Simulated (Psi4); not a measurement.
# HF/6-31G(d) (spherical functions) run of SiNH4ClO (SMILES N[SiH](O)Cl)

What is the vertical ionisation energy of SiNH4ClO at HF/6-31G* (spherical functions)? The job is set up through a Python script.

The calculation is run with Psi4 1.11.

## (1) The structure to begin with

The species is SiNH4ClO (8 atoms), meant as a singlet with charge 0. As SMILES, `N[SiH](O)Cl`. Geometry: relaxed at PBE0-D4/def2-TZVP. This is one conformer, not always the lowest.

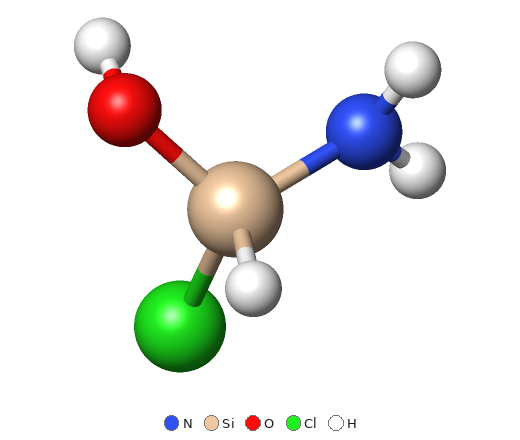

The structure, seen from a chosen angle (nitrogen blue, silicon light orange, oxygen red, chlorine green, hydrogen white).

## (2) The energy at HF/6-31G(d) (spherical functions)

run.py

```python
import psi4

psi4.set_memory(2200000000)
psi4.set_num_threads(1)
psi4.core.set_output_file('run.log', False)

geom = psi4.geometry("""
0 1
N     -1.41691665     1.67354146    -0.54613085
Si     0.99097238    -0.42745605    -0.21788542
O      1.04180601    -1.62762111     2.62086116
Cl     0.32711159    -3.10217441    -2.96101186
H     -2.30017464     1.88594667    -2.21608183
H     -1.52482001     3.23596702     0.53479249
H      3.58424354     0.52383208    -0.58316948
H     -0.52817845    -2.26993902     3.26299010
units au
symmetry c1
no_reorient
no_com
""")

psi4.set_options(dict(reference='rhf', puream=True, e_convergence=1e-09, d_convergence=1e-08, scf_type='pk'))

result = psi4.energy('hf/6-31G*', molecule=geom)
print('E =', round(result, 9))
```

Started as:

```sh
$ python run.py
```

run.log:

```text
[...]
  Running in c1 symmetry.
[...]
  Nuclear repulsion =  228.759091881909143
[...]
  Multiplicity = 1
[...]
  Nalpha       = 25
  Nbeta        = 25
[...]
    Number of basis functions: 72
[...]
   @RHF iter   1:  -880.02460910223067   -5.53051e-01   7.55310e-03 DIIS/ADIIS
[...]
   @RHF iter  12:  -880.16208910605599   -3.41061e-13   2.70993e-09 DIIS
[...]
    Orbital Energies [Eh]
    ---------------------
    Doubly Occupied:
       1A   -104.798957     2A    -68.834892     3A    -20.572328
       4A    -15.553872     5A    -10.541242     6A     -8.009315
       7A     -8.006925     8A     -8.006860     9A     -6.185549
      10A     -4.293344    11A     -4.292181    12A     -4.291037
      13A     -1.356030    14A     -1.158569    15A     -1.087828
      16A     -0.763284    17A     -0.683921    18A     -0.668442
      19A     -0.579595    20A     -0.577817    21A     -0.529326
      22A     -0.501478    23A     -0.461159    24A     -0.453790
      25A     -0.424547
[...]
  @RHF Final Energy:  -880.16208910605599
   => Energetics <=
    Nuclear Repulsion Energy =            228.7590918819091428
    One-Electron Energy =               -1672.5777896361523744
    Two-Electron Energy =                 563.6566086481872162
    Total Energy =                       -880.1620891060559870
[...]
 Multipole Moments:
 ------------------------------------------------------------------------------------
     Multipole            Electronic (a.u.)      Nuclear  (a.u.)        Total (a.u.)
 ------------------------------------------------------------------------------------
 L = 1.  Multiply by 2.5417464519 to convert [e a0] to [Debye]
 Dipole X            :        -17.7770999           17.0816123           -0.6954876
 Dipole Y            :         57.5794350          -56.6517216            0.9277135
 Dipole Z            :         35.5491130          -35.2450929            0.3040201
 Magnitude           :                                                    1.1986590
[...]
```

Standard output:

```text
E = -880.162089106
```

Run time: 2.9 s. Hardware: 1 thread of AMD EPYC 7R43 (Zen 3), shared host; peak memory 0.23 GiB.

## (3) The doublet cation: energy and gradient at UHF/6-31G(d) (spherical functions)

job.py

```python
import psi4

psi4.set_memory('2200 MB')
psi4.set_num_threads(1)
psi4.set_output_file('run.log', False)

geom = psi4.geometry("""
1 2
N     -1.41691665     1.67354146    -0.54613085
Si     0.99097238    -0.42745605    -0.21788542
O      1.04180601    -1.62762111     2.62086116
Cl     0.32711159    -3.10217441    -2.96101186
H     -2.30017464     1.88594667    -2.21608183
H     -1.52482001     3.23596702     0.53479249
H      3.58424354     0.52383208    -0.58316948
H     -0.52817845    -2.26993902     3.26299010
units au
symmetry c1
no_reorient
no_com
""")

options = {'basis': '6-31G*', 'reference': 'uhf', 'puream': True, 'e_convergence': 1e-09, 'd_convergence': 1e-08, 'scf_type': 'pk', 'maxiter': 100}
psi4.set_options(options)

result, w = psi4.gradient('hf', molecule=geom, return_wfn=True)
print('gradient / Eh bohr^-1')
print(result.np.round(6))
print(f'energy = {w.energy():.10f} Eh')
```

Started as:

```sh
$ python job.py
```

run.log, cut to the lines that bear on the results:

```text
[...]
  Running in c1 symmetry.
[...]
  Nuclear repulsion =  228.759091881909143
[...]
  Multiplicity = 2
[...]
  Nalpha       = 25
  Nbeta        = 24
[...]
    Number of basis functions: 72
[...]
   @UHF iter   1:  -879.63372052779198   -1.62162e-01   6.73673e-03 DIIS/ADIIS
[...]
   @UHF iter  18:  -879.82095645445202   -2.04636e-12   7.73840e-09 DIIS
[...]
   @S^2 Observed:                7.597699906E-01
[...]
  @UHF Final Energy:  -879.82095645445202
   => Energetics <=
    Nuclear Repulsion Energy =            228.7590918819091428
    One-Electron Energy =               -1660.7515151889483604
    Two-Electron Energy =                 552.1714668525871730
    Total Energy =                       -879.8209564544520163
  UHF NO Occupations:
  HONO-2 :   23  A 1.9990000
  HONO-1 :   24  A 1.9975140
[...]
 Multipole Moments:
 ------------------------------------------------------------------------------------
     Multipole            Electronic (a.u.)      Nuclear  (a.u.)        Total (a.u.)
 ------------------------------------------------------------------------------------
 L = 1.  Multiply by 2.5417464519 to convert [e a0] to [Debye]
 Dipole X            :        -18.5370901           17.0816123           -1.4554778
 Dipole Y            :         58.4457293          -56.6517216            1.7940077
 Dipole Z            :         34.9560898          -35.2450929           -0.2890031
 Magnitude           :                                                    2.3281757
[...]
  -Total Gradient:
     Atom            X                  Y                   Z
    ------   -----------------  -----------------  -----------------
       1        0.035966116092    -0.062415781465     0.014626951757
       2       -0.095468774995     0.109043990018    -0.014597047000
       3        0.029548075917    -0.016693511357     0.015952116302
       4        0.004634090832    -0.016111643256    -0.010467957049
       5        0.012169901807     0.001262992784     0.005504549331
       6        0.008474014414    -0.005089936730    -0.009125766348
       7        0.016361892633    -0.014583068064     0.003528965031
       8       -0.011685316699     0.004586958081    -0.005421812035
[...]
```

On the terminal:

```text
gradient / Eh bohr^-1
[[ 0.035966 -0.062416  0.014627]
 [-0.095469  0.109044 -0.014597]
 [ 0.029548 -0.016694  0.015952]
 [ 0.004634 -0.016112 -0.010468]
 [ 0.01217   0.001263  0.005505]
 [ 0.008474 -0.00509  -0.009126]
 [ 0.016362 -0.014583  0.003529]
 [-0.011685  0.004587 -0.005422]]
energy = -879.8209564545 Eh
```

It took 6.3 s on 1 thread of AMD EPYC 7R43 (Zen 3), shared host; peak memory 0.24 GiB.

## (4) Results

At HF/6-31G* (spherical functions):

| quantity | value |
| --- | --- |
| singlet SiNH4ClO: total energy | -880.16209 Eh |
| singlet SiNH4ClO: dipole moment | 3.05 D |
| singlet SiNH4ClO: HOMO energy | -11.55 eV |
| singlet SiNH4ClO: LUMO energy | 4.81 eV |
| singlet SiNH4ClO: HOMO–LUMO gap | 16.36 eV |
| doublet cation: total energy | -879.82096 Eh |
| doublet cation: HOMO energy (highest over α and β) | -17.34 eV |
| doublet cation: LUMO energy (lowest over α and β) | -7.36 eV |
| doublet cation: ⟨S²⟩ | 0.760 |
| doublet cation: largest force on an atom | 7.490 eV/Å |
| vertical ionisation energy (to the doublet cation) | 9.283 eV |

In words: Removing an electron at fixed nuclei costs 9.28 eV (214 kcal/mol). The negative HOMO energy of the first species, 11.55 eV, lies 2.27 eV above that difference.
